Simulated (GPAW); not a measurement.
Consider KCdF3 (Pm-3m).

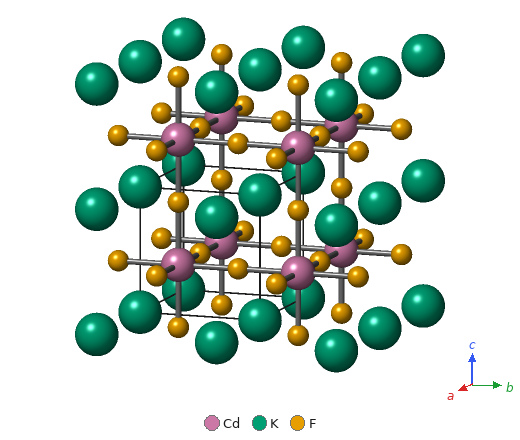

The structure (cadmium pink, potassium teal, fluorine orange). 2×2×2 cells are drawn. Some periodic images of atoms are drawn too.

```xyz
5
Lattice="4.3821 0.0000 0.0000 0.0000 4.3821 0.0000 0.0000 0.0000 4.3821" Properties=species:S:1:pos:R:3 pbc="T T T"
Cd    2.1910    2.1910    2.1910
K     0.0000    0.0000    0.0000
F     2.1910    2.1910    0.0000
F     2.1910    0.0000    2.1910
F     0.0000    2.1910    2.1910
```

Absorber: atom 3, with 2 Cd at 2.19 Å (linear, site symmetry 4/mmm). Method: GPAW, LDA, full core hole (charged cell), 20-atom cell with 7.6 Å between holes, 3×3×3 k points, dipole transitions, Gaussian full width 0.9 eV up to 4 eV, rising linearly to 3.5 eV at 25 eV.

Question: Where do the maxima of the F K edge fall?

Main maxima up to 24 eV above the zero (height): 2.4 eV (1.52), 5.0 eV (2.59), 9.8 eV (1.01) and 15.8 eV (1.50). A K edge sees empty p states on the absorber. The total-energy difference plus the lowest empty eigenvalue puts the zero at 687.99 eV. One term is added: -9.89 eV, since the hole is spin-paired here and a spin-polarised one costs that much less in the free atom (computed apart). The photon energy is then 678.10 eV. The functional and the charged cell's background leave an error in such absolute values: in the free atom LDA prices this hole 4.7 eV below PBE (computed apart), and PBE is itself good to a few eV.

The F K spectrum (energy from the lowest empty level; intensity scaled to a mean of 1 over the first 20 eV):

| E (eV) | intensity |
| --- | --- |
| -2.0 | 0.00 |
| -0.5 | 0.00 |
| 1.0 | 0.11 |
| 2.5 | 1.51 |
| 4.0 | 1.05 |
| 5.5 | 2.15 |
| 7.0 | 1.58 |
| 8.5 | 0.76 |
| 10.0 | 0.99 |
| 11.5 | 0.46 |
| 13.0 | 0.33 |
| 14.5 | 0.97 |
| 16.0 | 1.49 |
| 17.5 | 0.99 |
| 19.0 | 0.68 |
| 20.5 | 0.85 |
| 22.0 | 1.18 |
| 23.5 | 1.34 |
| 25.0 | 1.48 |
| 26.5 | 1.70 |
| 28.0 | 1.72 |
| 29.5 | 1.36 |
| 31.0 | 0.96 |

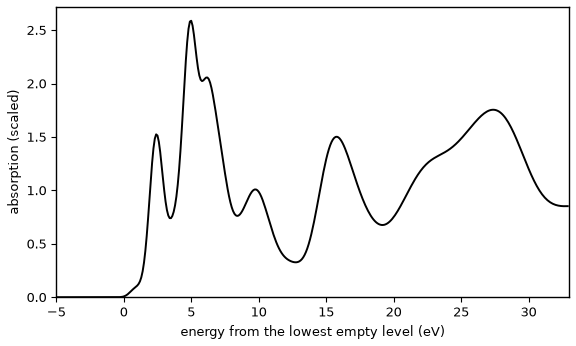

The F K edge.

The mesh is coarse (0.34 Å⁻¹ between points), so small maxima may be mesh ripples. The structure is a computed Materials Project entry and may be a hypothetical form.

[Banner, clock and machine lines of the logs are left out without a mark of their own.]

[Logs are printed without paths, hosts, clocks, repeated set-up lines and the standing remarks that a program may print on its own settings, such as how far it seeks lower states.]

[Hosts, paths, dates, database ids (printed as entryN), source tags and the programs' standing remarks are cut or masked in the printed files.]

[Lists of maxima count a maximum above −3 eV only where it reaches 4 % of the highest in the window and stands out from its surroundings by 2 % of it (1.5 % where it reaches 55 %); shoulders and weaker maxima are passed over, and of the rest the first, up to two pre-edge ones and the few strongest are named.]
